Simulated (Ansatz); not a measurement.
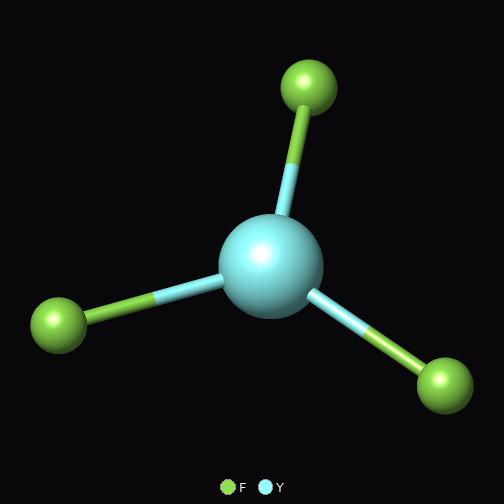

A molecule with one transition-metal atom. Charge 0, singlet. Computed geometry: PBE0-D4/def2-TZVP optimisation.

What is the coordination number of the metal, and which atoms bind to it?

Y binds 3 atoms: 3 F at 2.00 Å. The arrangement is trigonal planar.

Give the formal oxidation state and the d-electron count.

Y(III), d⁰, counting the ligands as closed-shell ions or neutral donors.
